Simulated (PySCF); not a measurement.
CH$_{7}$GeN$_{2}$, doublet, SMILES `C[NH][GeH2][NH]`.

PySCF calculation, B3LYP/def2-TZVP, gas phase; geometry: GFN2-xTB. No frequency check shows the geometry to be a minimum. A basis without diffuse functions makes polarisabilities too small. The stability of the open-shell solution wasn't checked. GFN2-xTB bond lengths at metals and heavier atoms can be off by up to 0.1 Å and shapes distorted, which carries into these values. GFN2-xTB doesn't know the spin state, so this open-shell geometry is rough.

Input script:

```python
import numpy as np
from pyscf import gto, scf, dft
from pyscf.scf import atom_ks, atom_hf
from scipy.linalg import block_diag

def solve(mol, dm0=None, hcore=None):
    mf = (dft.UKS if mol.spin else dft.RKS)(mol, xc='b3lyp')
    mf.grids.level = 3
    mf = mf.density_fit(auxbasis='def2-universal-jkfit')
    mf.conv_tol, mf.max_cycle = 1e-8, 80
    if hcore is not None:
        mf.get_hcore = lambda *args: hcore
    mf.kernel(dm0)
    if not mf.converged:
        mf = mf.newton().run(mf.mo_coeff, mf.mo_occ, max_cycle=30)
    assert mf.converged, 'SCF not converged'
    return mf

mol = gto.M(atom='''
C      2.44120    -0.00416    -0.00589
N      1.14017    -0.61297     0.01370
Ge    -0.47964     0.26980     0.00039
N     -1.99731    -0.57029    -0.00187
H      2.99967    -0.27929    -0.90663
H      2.32282     1.07715     0.01298
H      3.03344    -0.30626     0.86393
H      1.17910    -1.62032    -0.00587
H     -0.38732     1.18931    -1.19452
H     -0.39886     1.19229     1.19226
H     -2.04754    -1.57866    -0.02206
''', basis='def2-tzvp', charge=0, spin=1, verbose=4)
field = np.array([-0.0, -0.01, -0.0])  # atomic units
mol.set_common_orig(mol.atom_charges() @ mol.atom_coords() / mol.atom_charges().sum())
mf = solve(mol)
out = dict(dm0=mf.make_rdm1(), d0=mf.dip_moment(unit='AU'), e0=mf.e_tot)
for name, sign in (('p', 1), ('m', -1)):
    h = mf.get_hcore() + sign * np.einsum('x,xij->ij', field, mol.intor('int1e_r'))
    mi = solve(mol, mf.make_rdm1(), h)
    out.update({'dm' + name: mi.make_rdm1(), 'd' + name: mi.dip_moment(unit='AU'), 'e' + name: mi.e_tot})
# spherically averaged free atoms, for the promolecule
atm = atom_ks.get_atm_nrks(mol, xc='b3lyp')
pro = block_diag(*[(atm[a[0]][2] * atm[a[0]][3]) @ atm[a[0]][2].T for a in mol._atom])
np.savez('result.npz', pro=pro, **out)
```

Command:

```sh
OMP_NUM_THREADS=1 python input.py
```

The run took 4.4 min on 1 thread of AMD EPYC (Zen 3) (shared host), peak memory 0.89 GiB.

Partitions, critical points and surface values were worked out afterwards from this run's density.

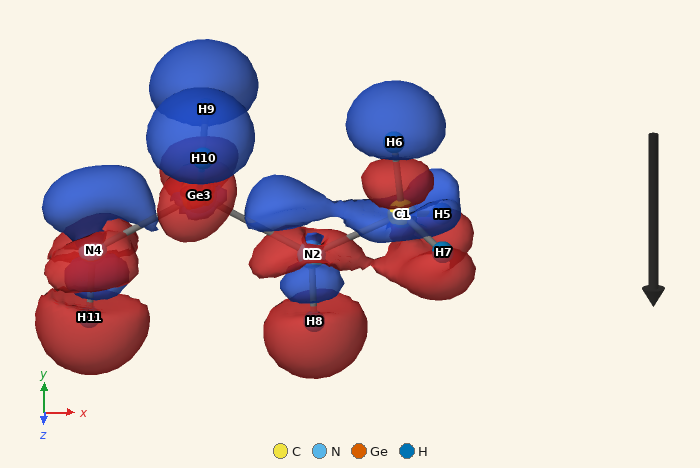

Change of the electron density in a uniform field of 0.51 V/Å along −y (arrow), surfaces at ±0.004 e/Å³ (blue: gain, red: loss).

What dipole is induced, and what polarisability does it imply?

The induced dipole is 1.40 D (along the field); α along this axis, from the fields in both directions, is 56 bohr³ (8.2 Å³).

Which atoms gain and lose the most charge?

Electrons gather most on H9 (Hirshfeld charge changes by −0.022 e) and leave H11 most (+0.021 e); 0.137 electrons are displaced in all.
